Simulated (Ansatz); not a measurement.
**B3LYP/6-31G(d) (Cartesian functions) run of AlSiH5O2 (SMILES O[SiH2][O][AlH2])**

Aim: the vertical ionisation energy of AlSiH5O2 at B3LYP/6-31G* (Cartesian functions), from 2 runs. 

The results are computed with Ansatz 0.2.0.

75 further runs of the same task are left out: 75 set aside as unsound or not needed. Runs told in other sessions of the task aren't counted.

## (1) The molecule

The species is AlSiH5O2 (9 atoms), meant as a singlet with charge 0. SMILES: `O[SiH2][O][AlH2]`. The shape is that of a PBE0-D4/def2-TZVP optimisation. This is one conformer, not always the lowest.

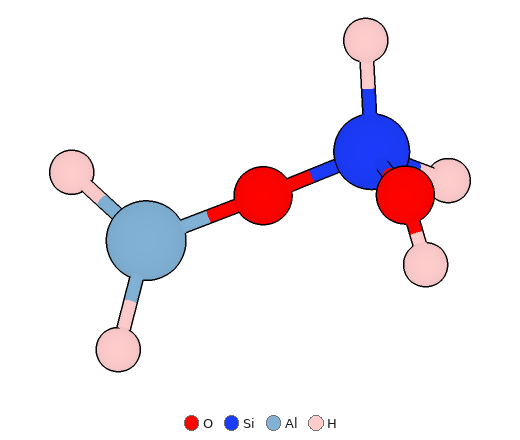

The structure, seen from a chosen angle (oxygen red, silicon blue, aluminium light blue, hydrogen pink).

## (2) A single-point energy at B3LYP/6-31G(d) (Cartesian functions)

in.yaml

```yaml
crystal:
  periodic: [false, false, false]
  atoms:
    - symbol: O
      position_ang: [-0.795100, 1.829400, -0.898200]
    - symbol: Si
      position_ang: [0.173000, 1.196700, 0.266900]
    - symbol: O
      position_ang: [0.250800, -0.418900, 0.197700]
    - symbol: Al
      position_ang: [0.325700, -2.080500, -0.060600]
    - symbol: H
      position_ang: [-1.740800, 1.705800, -0.810900]
    - symbol: H
      position_ang: [1.506100, 1.782800, 0.005000]
    - symbol: H
      position_ang: [-0.337300, 1.564900, 1.614200]
    - symbol: H
      position_ang: [-0.959500, -2.795700, -0.636800]
    - symbol: H
      position_ang: [1.665600, -2.830600, 0.305400]
basis:
  gaussian:
    orbitals: "6-31G*"
hamiltonian:
  xc: {name: B3LYP}
accuracy: high
output: {orbitals: {seedname: orbitals}}
```

On the command line:

```
ansatz run in.yaml --threads 1 --pin off --max-ram 3480MiB --events-out events.jsonl --progress --plain --runs-dir runs
```

The log of the run:

```text
Warning: RAYON_NUM_THREADS=1 ignored (pool sized by the plan → 1); use --threads N
Functional definition: B3LYP
  name "B3LYP"
  parameter a0 = 0.2
  parameter ax = 0.72
  parameter ac = 0.81
  exchange = (1 - a0 - ax)*slater_x + ax*b88_x + a0*exact_x
  correlation = (1 - ac)*vwn_rpa_c + ac*lyp_c
1674 factors; integrals over basis functions are off by at most 3.6e-9 eV
mean field evaluation 1: about -18644.0504 eV, gradient 7.4e1 eV
mean field evaluation 2: about -18615.4076 eV, gradient 1.4e2 eV
mean field evaluation 4: about -18653.0705 eV, gradient 1.1e1 eV
mean field evaluation 8: about -18653.4279 eV, gradient 2.6e-1 eV
mean field evaluation 16: about -18653.4281 eV, gradient 4.4e-6 eV
mean field -18653.42806522 eV, -685.5008376492 hartree, gradient 1.8e-8 eV, S^2 0.000000; 0 other end points of the search recorded, 0 dependent functions left out
reference -18653.42811147 eV, -685.5008393490 hartree; 24, 24 occupied and 54, 54 virtual orbitals, 1674 factors
Total energy: -18653.42811147 eV, -685.5008393490 hartree
```

Wall time 8.7 s (1 thread of Arm Neoverse V2, shared host); peak memory 0.25 GiB.

## (3) The doublet cation at the same level

molecule.yaml

```yaml
basis:
  gaussian: {orbitals: "6-31G*"}
crystal:
  periodic: [false, false, false]
  atoms:
    - {symbol: O, position_ang: [-0.795100, 1.829400, -0.898200]}
    - {symbol: Si, position_ang: [0.173000, 1.196700, 0.266900]}
    - {symbol: O, position_ang: [0.250800, -0.418900, 0.197700]}
    - {symbol: Al, position_ang: [0.325700, -2.080500, -0.060600]}
    - {symbol: H, position_ang: [-1.740800, 1.705800, -0.810900]}
    - {symbol: H, position_ang: [1.506100, 1.782800, 0.005000]}
    - {symbol: H, position_ang: [-0.337300, 1.564900, 1.614200]}
    - {symbol: H, position_ang: [-0.959500, -2.795700, -0.636800]}
    - {symbol: H, position_ang: [1.665600, -2.830600, 0.305400]}
total_charge: 1
magnetization: {spin_polarized: true, initial_magnetization: 1}
hamiltonian: {xc: {name: B3LYP}}
accuracy: high
output: {orbitals: {seedname: orbitals}}
```

On the command line:

```
ansatz run molecule.yaml --threads 1 --pin off --max-ram 3480MiB --events-out events.jsonl --progress --plain --runs-dir runs
```

The log of the run:

```text
Warning: RAYON_NUM_THREADS=1 ignored (pool sized by the plan → 1); use --threads N
Functional definition: B3LYP
  name "B3LYP"
  parameter a0 = 0.2
  parameter ax = 0.72
  parameter ac = 0.81
  exchange = (1 - a0 - ax)*slater_x + ax*b88_x + a0*exact_x
  correlation = (1 - ac)*vwn_rpa_c + ac*lyp_c
1674 factors; integrals over basis functions are off by at most 3.5e-9 eV
mean field evaluation 1: about -18621.2711 eV, gradient 7.7e1 eV
mean field evaluation 2: about -18357.4366 eV, gradient 1.9e2 eV
mean field evaluation 4: about -18635.0653 eV, gradient 3.9e1 eV
mean field evaluation 8: about -18643.1539 eV, gradient 1.3e0 eV
mean field evaluation 16: about -18643.3078 eV, gradient 1.5e-2 eV
mean field evaluation 32: about -18643.3078 eV, gradient 1.4e-7 eV
mean field -18643.30776523 eV, -685.1289234842 hartree, gradient 5.1e-8 eV, S^2 0.757936; 4 other end points of the search recorded, 0 dependent functions left out
reference -18643.30781140 eV, -685.1289251809 hartree; 24, 23 occupied and 54, 55 virtual orbitals, 1674 factors
Total energy: -18643.30781140 eV, -685.1289251809 hartree
```

Wall time 33 s (1 thread of Arm Neoverse V2, shared host); peak memory 0.38 GiB.

## (4) What came out

Level: B3LYP/6-31G* (Cartesian functions).

| quantity | value |
| --- | --- |
| singlet AlSiH5O2: total energy | -685.50084 Eh |
| singlet AlSiH5O2: HOMO energy | -7.97 eV |
| singlet AlSiH5O2: LUMO energy | -1.27 eV |
| singlet AlSiH5O2: HOMO–LUMO gap | 6.71 eV |
| doublet cation: total energy | -685.12893 Eh |
| doublet cation: HOMO energy (highest over α and β) | -13.37 eV |
| doublet cation: LUMO energy (lowest over α and β) | -12.26 eV |
| doublet cation: ⟨S²⟩ | 0.758 |
| vertical ionisation energy (to the doublet cation) | 10.120 eV |

In words: Removing an electron at fixed nuclei costs 10.12 eV (976 kJ/mol). −ε(HOMO) before ionisation, 7.97 eV, is 2.15 eV below this ionisation energy.
